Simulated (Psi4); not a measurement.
# A workflow on BNH6 (B(NH3)H3)

Aim: a structure relaxation (HF/cc-pVDZ), then the harmonic vibrations, then a single-point energy (MP2/cc-pVTZ) of BNH6 (B(NH3)H3). 

Program for the calculation: Psi4 1.11.

## Step 1: Starting point

BNH6 has 8 atoms, charge 0, and is taken as a singlet. SMILES: `[H]B([H])([H])<-N`. The shape is that of a GFN2-xTB optimisation. The run starts from this shape.

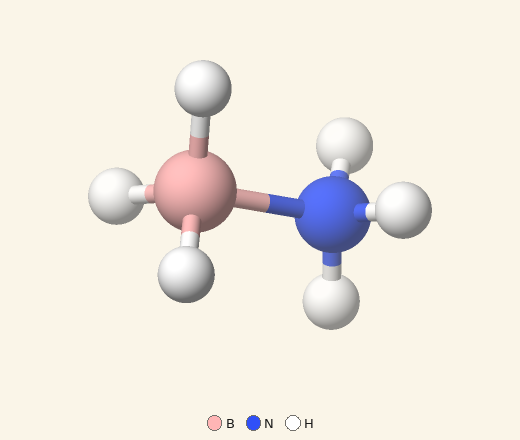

Viewed from a chosen angle; boron pink, nitrogen blue, hydrogen white.

## Step 2: A structure relaxation at HF/cc-pVDZ (density fitting) (run 1)

calc.dat reads:

```
memory 1600 mb

molecule mol {
  0 1
  B
  N 1 1.658667
  H 2 1.012677 1 108.59443
  H 2 1.012808 3 110.31765 1 118.91755
  H 2 1.012841 3 110.37282 4 122.18649
  H 1 1.190502 2 105.54403 3 179.50163
  H 1 1.190745 6 113.0966 2 114.90795
  H 1 1.190494 6 113.09428 7 130.17891
  symmetry c1
}

set globals {
  basis        cc-pVDZ
  reference    rhf
  geom_maxiter 60
}

result, w = opt("scf", return_wfn=True)
```

Launch:

```sh
$ psi4 calc.dat calc.out -n 1
```

calc.out:

```text
[...]
  Running in c1 symmetry.
[...]
  Nuclear repulsion =   40.786409770538633
[...]
  Multiplicity = 1
[...]
  Nalpha       = 9
  Nbeta        = 9
[...]
    Number of basis functions: 58
[...]
   @DF-RHF iter   1:   -82.54068606327948   -5.29052e-01   5.91854e-03 DIIS/ADIIS
[...]
   @DF-RHF iter   7:   -82.62433529950249   -5.25802e-13   2.04069e-09 DIIS
[...]
    Orbital Energies [Eh]
    ---------------------
    Doubly Occupied:
       1A    -15.646124     2A     -7.537129     3A     -1.250107
       4A     -0.725957     5A     -0.725956     6A     -0.706018
       7A     -0.506542     8A     -0.410734     9A     -0.410734
[...]
  @DF-RHF Final Energy:   -82.62433529950249
   => Energetics <=
    Nuclear Repulsion Energy =             40.4251158969233657
    One-Electron Energy =                -190.2603018081580899
    Two-Electron Energy =                  67.2108506117322406
    Total Energy =                        -82.6243352995024907
[...]
  -Total Gradient:
     Atom            X                  Y                   Z
    ------   -----------------  -----------------  -----------------
       1       -0.000000768100     0.000000029759     0.000297462215
       2       -0.000002540449    -0.000000114574    -0.000234842935
       3        0.000000958122    -0.000006380379     0.000023802912
       4       -0.000004802592     0.000002608341     0.000023281934
       5        0.000005789283     0.000003470017     0.000022106137
       6        0.000000299512     0.000025325803    -0.000043872161
       7       -0.000020891073    -0.000011771146    -0.000044089540
       8        0.000021955298    -0.000013167821    -0.000043848562
[...]
```

The script printed:

```text
Optimizer: Optimization complete!
```

Run time: 4.5 s. Hardware: 1 thread of Intel Xeon at 2.60GHz (Ice Lake), shared host; peak memory 0.23 GiB.

Steps, from the record of the run:

| step | energy from the first frame kept (eV) | largest force (eV/Å) |
| --- | --- | --- |
| 0 | 0.0000 | 0.7378 |
| 1 | -0.0571 | 0.2383 |
| 2 | -0.0588 | 0.0495 |
| 3 | -0.0589 | 0.0153 |

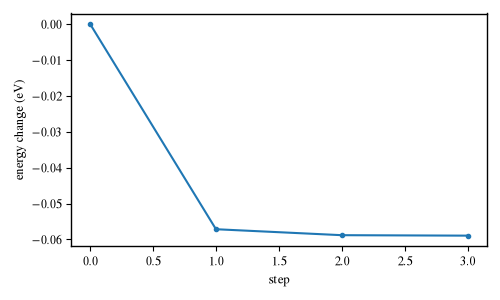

Energy along the run.

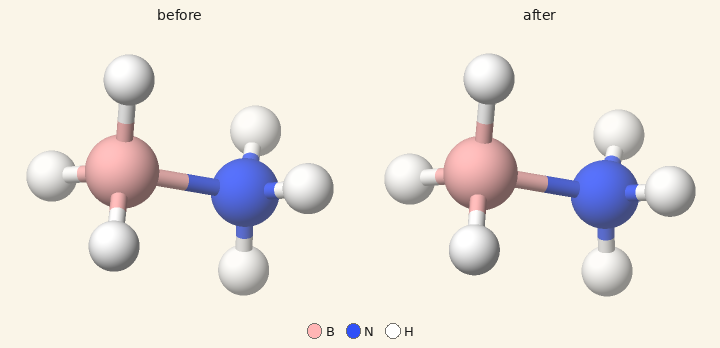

Before and after, at one scale.

After the run. Bond lengths: B1–N2 1.676 Å, N2–H3 1.007 Å, N2–H4 1.007 Å, N2–H5 1.007 Å, B1–H6 1.219 Å, B1–H7 1.219 Å, B1–H8 1.219 Å. Some angles: B1–N2–H3 111.2°, B1–N2–H4 111.2°, B1–N2–H5 111.2°, N2–B1–H6 104.6°, N2–B1–H7 104.6°, N2–B1–H8 104.6°, H3–N2–H4 107.7°, H3–N2–H5 107.7°, H4–N2–H5 107.7°, H6–B1–H7 113.9°.

## Step 3: The harmonic vibrations at HF/cc-pVDZ (density fitting) (run 2)

bh6n.xyz reads:

```xyz
8
BH6N
B     -0.002231     0.003036    -0.845566
N      0.002145    -0.003038     0.830813
H     -0.935370     0.033465     1.197080
H      0.505108     0.789452     1.196060
H      0.439560    -0.836020     1.190298
H      1.175932    -0.043538    -1.155856
H     -0.551208     1.048992    -1.147410
H     -0.633818    -0.993024    -1.154570
```

job.py reads:

```python
import psi4

psi4.set_memory('1600 MB')
psi4.set_num_threads(1)
psi4.core.set_output_file('bh6n.out', False)

with open('bh6n.xyz') as f:
    atoms = ''.join(f.readlines()[2:])
mol = psi4.geometry('0 1\n' + atoms + '')

psi4.set_options({
    'basis': 'cc-pVDZ',
    't': 400.0,
    'rotational_symmetry_number': 3,
})

e, wfn = psi4.frequencies('hf', return_wfn=True)
print('E =', round(e, 9))
print('wavenumbers / cm^-1:', wfn.frequencies().np.round(1))
```

Launch:

```sh
$ python job.py
```

bh6n.out:

```text
[...]
  Running in c1 symmetry.
[...]
  Nuclear repulsion =   40.425117041538456
[...]
  Multiplicity = 1
[...]
  Nalpha       = 9
  Nbeta        = 9
[...]
    Number of basis functions: 58
[...]
   @DF-RHF iter   1:   -82.54468060172941   -5.70602e-01   5.86424e-03 DIIS/ADIIS
[...]
  -Total Gradient:
     Atom            X                  Y                   Z
    ------   -----------------  -----------------  -----------------
       1        0.000001127314    -0.000000158730     0.000297373889
       2       -0.000001476496     0.000003722062    -0.000234583021
       3       -0.000005634409    -0.000000819587     0.000023512866
       4        0.000002848384     0.000004549161     0.000023245465
       5        0.000003446813    -0.000006256802     0.000022191882
       6        0.000025003171    -0.000001134695    -0.000043857020
       7       -0.000011035992     0.000021481807    -0.000043971506
       8       -0.000014278786    -0.000021383216    -0.000043912555
[...]
   @DF-RHF iter  10:   -82.62433529967016   -2.31637e-12   4.25949e-09 DIIS
[...]
  @DF-RHF Final Energy:   -82.62433529967016
   => Energetics <=
    Nuclear Repulsion Energy =             40.4251170415384564
    One-Electron Energy =                -190.2603034880079349
    Two-Electron Energy =                  67.2108511467993281
    Total Energy =                        -82.6243352996701645
[...]
  ==> Harmonic Vibrational Analysis <==
[...]
  Freq [cm^-1]                 274.6731            613.2213            681.4910
[...]
  Freq [cm^-1]                 681.4923           1119.3624           1119.3676
[...]
  Freq [cm^-1]                1262.0072           1262.0083           1262.6641
[...]
  Freq [cm^-1]                1430.2615           1780.7029           1780.7079
[...]
  Freq [cm^-1]                2511.4365           2555.3307           2555.3505
[...]
```

The script printed:

```text
Warning: used thermodynamics relations inappropriate for low-frequency modes: ['274.6731' '613.2213']
E = -82.6243353
wavenumbers / cm^-1: [ 274.7  613.2  681.5  681.5 1119.4 1119.4 1262.  1262.  1262.7 1430.3
 1780.7 1780.7 2511.4 2555.3 2555.4 3686.1 3807.4 3807.4]
```

Wall time 10 s (1 thread of Intel Xeon at 2.60GHz (Ice Lake), shared host); peak memory 0.24 GiB.

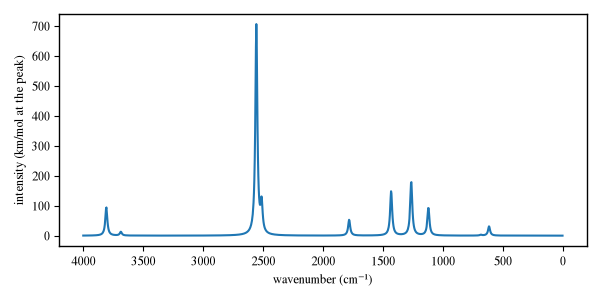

Harmonic infrared spectrum, unscaled, lines broadened by 10 cm⁻¹.

## Step 4: The energy at MP2/cc-pVTZ (density fitting, density fitting for correlation) (run 3)

run.py reads:

```python
import psi4

psi4.set_memory('1600 MB')
psi4.set_num_threads(1)
psi4.core.set_output_file('output.dat', False)

geom = psi4.geometry("""
B     -0.002231     0.003036    -0.845566
N      0.002145    -0.003038     0.830813
H     -0.935370     0.033465     1.197080
H      0.505108     0.789452     1.196060
H      0.439560    -0.836020     1.190298
H      1.175932    -0.043538    -1.155856
H     -0.551208     1.048992    -1.147410
H     -0.633818    -0.993024    -1.154570
symmetry c1
""")

psi4.set_options(dict(freeze_core=True))

e, wfn = psi4.energy("mp2/cc-pVTZ", molecule=geom, return_wfn=True)
print(f'mp2/cc-pVTZ energy: {e:.10f} Eh')
for k, v in sorted(psi4.core.scalar_variables().items()):
    print(f'{k:45s} {v:18.10f}')
```

Launch:

```sh
$ python run.py
```

output.dat:

```text
[...]
  Running in c1 symmetry.
[...]
  Nuclear repulsion =   40.425117041538456
[...]
  Multiplicity = 1
[...]
  Nalpha       = 9
  Nbeta        = 9
[...]
    Number of basis functions: 144
[...]
   @DF-RHF iter   1:   -82.55893692061588   -5.72298e-01   2.70513e-03 ADIIS/DIIS
[...]
   @DF-RHF iter  10:   -82.65313108199408   -7.23333e-12   2.50808e-09 DIIS
[...]
    Orbital Energies [Eh]
    ---------------------
    Doubly Occupied:
       1A    -15.637207     2A     -7.531104     3A     -1.249112
       4A     -0.726512     5A     -0.726511     6A     -0.706880
       7A     -0.509535     8A     -0.414739     9A     -0.414738
[...]
  @DF-RHF Final Energy:   -82.65313108199408
   => Energetics <=
    Nuclear Repulsion Energy =             40.4251170415384564
    One-Electron Energy =                -190.3238196972785090
    Two-Electron Energy =                  67.2455715737459911
    Total Energy =                        -82.6531310819940757
[...]
 Multipole Moments:
 ------------------------------------------------------------------------------------
     Multipole            Electronic (a.u.)      Nuclear  (a.u.)        Total (a.u.)
 ------------------------------------------------------------------------------------
 L = 1.  Multiply by 2.5417464519 to convert [e a0] to [Debye]
 Dipole X            :          0.0041127            0.0014588            0.0055715
 Dipole Y            :         -0.0056883           -0.0020451           -0.0077335
 Dipole Z            :          1.5794826            0.5532609            2.1327436
 Magnitude           :                                                    2.1327649
[...]
```

On the terminal:

```text
mp2/cc-pVTZ energy: -83.0199024974 Eh
CURRENT CORRELATION ENERGY                         -0.3667714154
CURRENT ENERGY                                    -83.0199024974
CURRENT REFERENCE ENERGY                          -82.6531310820
CUSTOM SCS-MP2 CORRELATION ENERGY                  -0.3773122825
CUSTOM SCS-MP2 TOTAL ENERGY                       -83.0304433645
DD SOLVATION ENERGY                                 0.0000000000
HF KINETIC ENERGY                                  82.5466090607
HF POTENTIAL ENERGY                              -165.1997401427
HF TOTAL ENERGY                                   -82.6531310820
HF VIRIAL RATIO                                     2.0012904470
MP2 CORRELATION ENERGY                             -0.3667714154
MP2 DOUBLES ENERGY                                 -0.3667714154
MP2 OPPOSITE-SPIN CORRELATION ENERGY               -0.2942943970
MP2 SAME-SPIN CORRELATION ENERGY                   -0.0724770185
MP2 SINGLES ENERGY                                 -0.0000000000
MP2 TOTAL ENERGY                                  -83.0199024974
NUCLEAR REPULSION ENERGY                           40.4251170415
ONE-ELECTRON ENERGY                              -190.3238196973
PCM POLARIZATION ENERGY                             0.0000000000
PE ENERGY                                           0.0000000000
SCF ITERATION ENERGY                              -82.6531310820
SCF ITERATIONS                                     10.0000000000
SCF TOTAL ENERGY                                  -82.6531310820
SCS-MP2 CORRELATION ENERGY                         -0.3773122825
SCS-MP2 TOTAL ENERGY                              -83.0304433645
TWO-ELECTRON ENERGY                                67.2455715737
```

Run time: 2.8 s. Hardware: 1 thread of Intel Xeon at 2.60GHz (Ice Lake), shared host; peak memory 0.26 GiB.

## Step 5: Results

```
                                                                 quantity             value
                               run 1, HF/cc-pVDZ: total energy at the end      -82.62434 Eh
                                         run 1, HF/cc-pVDZ: dipole moment            5.58 D
                                           run 1, HF/cc-pVDZ: HOMO energy         -11.18 eV
                                           run 1, HF/cc-pVDZ: LUMO energy           3.76 eV
                                         run 1, HF/cc-pVDZ: HOMO–LUMO gap          14.94 eV
                            run 2, HF/cc-pVDZ: lowest harmonic wavenumber          275 cm⁻¹
                           run 2, HF/cc-pVDZ: highest harmonic wavenumber         3807 cm⁻¹
                                     run 2, HF/cc-pVDZ: zero-point energy      192.5 kJ/mol
run 2, HF/cc-pVDZ: ideal-gas entropy at 400 K (symmetry number 3 as used)  61.6 cal/(mol K)
                                         run 3, MP2/cc-pVTZ: total energy      -83.01990 Eh
                  run 3, MP2/cc-pVTZ: HOMO energy (Hartree–Fock orbitals)         -11.29 eV
                  run 3, MP2/cc-pVTZ: LUMO energy (Hartree–Fock orbitals)           2.75 eV
                run 3, MP2/cc-pVTZ: HOMO–LUMO gap (Hartree–Fock orbitals)          14.04 eV
          run 3, MP2/cc-pVTZ: correlation energy (2 core orbitals frozen)        -366.8 mEh
```

The optimisation (run 1, HF/cc-pVDZ) took 4 steps and changed the energy by -0.059 eV. All 18 modes (run 2, HF/cc-pVDZ) are real, so the shape is a minimum at this level.
